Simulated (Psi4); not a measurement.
# BNH2O (SMILES BN=O) at MP2/def2-QZVPP (density fitting, density fitting for correlation, sweep point 12)

What is the vertical ionisation energy of BNH2O at MP2/def2-QZVPP (density fitting, density fitting for correlation, sweep point 12)? Input form: a Python script.

Program for the calculation: Psi4 1.11.

## Step 1: Starting point

The species is BNH2O (5 atoms), meant as a singlet with charge 0. As SMILES, `BN=O`. The coordinates come from a GFN2-xTB relaxation.

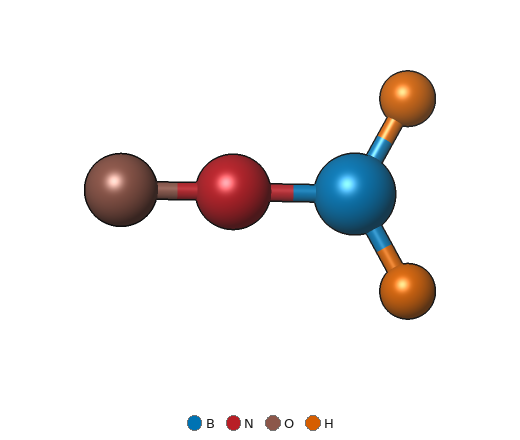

The structure, seen from a chosen angle (boron blue, nitrogen red, oxygen brown, hydrogen orange).

## Step 2: A single-point energy at MP2/def2-QZVPP (density fitting, density fitting for correlation, sweep point 12)

Contents of run.py:

```python
import psi4

psi4.set_memory(1600000000)
psi4.set_num_threads(1)
psi4.set_output_file('psi4.out', False)

mol = psi4.geometry("""
B     -0.303260     0.384710    -0.206480
N      0.435210    -0.552070     0.296940
O      1.113730    -1.415380     0.760240
H     -1.158940     0.091910    -0.941520
H     -0.086740     1.490830     0.090820
symmetry c1
""")

psi4.set_options({
    'puream': True,
    'scf_type': 'df',
    'num_frozen_docc': 3,
})

energy_value, wavefunction = psi4.energy("mp2/def2-QZVPP", molecule=mol, return_wfn=True)
print('E =', round(energy_value, 9))
```

On the command line:

```
$ python run.py
```

psi4.out, cut to the lines that bear on the results:

```text
[...]
  Running in c1 symmetry.
[...]
  Nuclear repulsion =   58.612788367927152
[...]
  Multiplicity = 1
[...]
  Nalpha       = 11
  Nbeta        = 11
[...]
    Number of basis functions: 231
[...]
   @DF-RHF iter   1:  -155.05742520353610   -7.89511e-01   1.27378e-03 ADIIS/DIIS
[...]
   @DF-RHF iter  12:  -155.12134180186558   -2.90470e-11   3.50090e-09 DIIS
[...]
    Orbital Energies [Eh]
    ---------------------
    Doubly Occupied:
       1A    -20.675223     2A    -15.727548     3A     -7.609223
       4A     -1.550422     5A     -1.081837     6A     -0.784017
       7A     -0.711830     8A     -0.655104     9A     -0.621292
      10A     -0.506876    11A     -0.405095
[...]
  @DF-RHF Final Energy:  -155.12134180186558
   => Energetics <=
    Nuclear Repulsion Energy =             58.6127883679271520
    One-Electron Energy =                -326.8113242566948315
    Two-Electron Energy =                 113.0771940869020824
    Total Energy =                       -155.1213418018655830
[...]
 Multipole Moments:
 ------------------------------------------------------------------------------------
     Multipole            Electronic (a.u.)      Nuclear  (a.u.)        Total (a.u.)
 ------------------------------------------------------------------------------------
 L = 1.  Multiply by 2.5417464519 to convert [e a0] to [Debye]
 Dipole X            :          1.0465137           -1.2889368           -0.2424231
 Dipole Y            :         -1.3306486            1.6382498            0.3076013
 Dipole Z            :          0.7157367           -0.8807805           -0.1650438
 Magnitude           :                                                    0.4250023
[...]
```

On the terminal:

```text
E = -155.698932717
```

Wall time 5.1 s (1 thread of Intel Xeon Platinum 8259CL at 2.50GHz (Skylake/Cascade Lake), shared host); peak memory 0.45 GiB.

## Step 3: The doublet cation at the same level

Contents of run.py:

```python
import psi4

psi4.set_memory(1600000000)
psi4.set_num_threads(1)
psi4.core.set_output_file('bh2no.out', False)

m = psi4.geometry("""
1 2
B     -0.303260     0.384710    -0.206480
N      0.435210    -0.552070     0.296940
O      1.113730    -1.415380     0.760240
H     -1.158940     0.091910    -0.941520
H     -0.086740     1.490830     0.090820
symmetry c1
""")

psi4.set_options({
    'basis': 'def2-QZVPP',
    'reference': 'uhf',
    'puream': True,
    'scf_type': 'df',
    'num_frozen_docc': 3,
    'maxiter': 150,
})

energy_value, wavefunction = psi4.energy("mp2", return_wfn=True)
print(f'total energy {energy_value:.8f} hartree = {energy_value * 27.211386:.5f} eV')
```

On the command line:

```
$ python run.py
```

bh2no.out, cut to the lines that bear on the results:

```text
[...]
  Running in c1 symmetry.
[...]
  Nuclear repulsion =   58.612788367927152
[...]
  Multiplicity = 2
[...]
  Nalpha       = 11
  Nbeta        = 10
[...]
    Number of basis functions: 231
[...]
   @DF-UHF iter   1:  -154.68306524961253   -4.15151e-01   1.69847e-03 ADIIS/DIIS
[...]
   @DF-UHF iter  21:  -154.79299387402546   -5.86908e-11   3.35745e-09 DIIS
[...]
   @S^2 Observed:                8.930003078E-01
[...]
    Orbital Energies [Eh]
    ---------------------
    Alpha Occupied:
       1A    -21.110140     2A    -16.072528     3A     -7.911392
       4A     -1.953646     5A     -1.441834     6A     -1.158859
       7A     -1.139449     8A     -1.050777     9A     -0.873959
      10A     -0.809616    11A     -0.795182
    Alpha Virtual:
      12A     -0.263236    13A     -0.128732    14A     -0.080684
      15A     -0.052885    16A     -0.038210    17A     -0.001445
      18A      0.016179    19A      0.041849    20A      0.068804
      21A      0.125351    22A      0.138571    23A      0.162299
      24A      0.189602    25A      0.189846    26A      0.196285
[...]
  @DF-UHF Final Energy:  -154.79299387402546
   => Energetics <=
    Nuclear Repulsion Energy =             58.6127883679271520
    One-Electron Energy =                -319.5476201768271949
    Two-Electron Energy =                 106.1418379348746157
    Total Energy =                       -154.7929938740254556
  UHF NO Occupations:
  HONO-2 :    9  A 1.9939126
  HONO-1 :   10  A 1.9364628
[...]
 Multipole Moments:
 ------------------------------------------------------------------------------------
     Multipole            Electronic (a.u.)      Nuclear  (a.u.)        Total (a.u.)
 ------------------------------------------------------------------------------------
 L = 1.  Multiply by 2.5417464519 to convert [e a0] to [Debye]
 Dipole X            :          0.8696948           -1.2889368           -0.4192420
 Dipole Y            :         -1.1059836            1.6382498            0.5322663
 Dipole Z            :          0.5952340           -0.8807805           -0.2855465
 Magnitude           :                                                    0.7352605
[...]
```

On the terminal:

```text
total energy -155.31853154 hartree = -4226.43251 eV
```

It took 7.2 s on 1 thread of Intel Xeon Platinum 8259CL at 2.50GHz (Skylake/Cascade Lake), shared host; peak memory 0.45 GiB.

## Step 4: Outcome

Level: MP2/def2-QZVPP (density fitting, density fitting for correlation, sweep point 12), 3 core orbitals frozen.

| quantity | value |
| --- | --- |
| singlet BNH2O: total energy | -155.69893 Eh |
| singlet BNH2O: HOMO energy (Hartree–Fock orbitals) | -11.02 eV |
| singlet BNH2O: LUMO energy (Hartree–Fock orbitals) | 1.48 eV |
| singlet BNH2O: HOMO–LUMO gap (Hartree–Fock orbitals) | 12.50 eV |
| singlet BNH2O: correlation energy (3 core orbitals frozen) | -577.6 mEh |
| doublet cation: total energy | -155.31853 Eh |
| doublet cation: HOMO energy (Hartree–Fock orbitals) (highest over α and β) | -21.19 eV |
| doublet cation: LUMO energy (Hartree–Fock orbitals) (lowest over α and β) | -7.16 eV |
| doublet cation: correlation energy (3 core orbitals frozen) | -525.5 mEh |
| doublet cation: ⟨S²⟩ of the reference determinant | 0.893 |
| vertical ionisation energy (to the doublet cation) | 10.351 eV |

**Reading.** The vertical ionisation energy comes to 10.35 eV (239 kcal/mol). ⟨S²⟩ (doublet cation) is 0.89 where a pure doublet has 0.75: the reference is spin-contaminated.
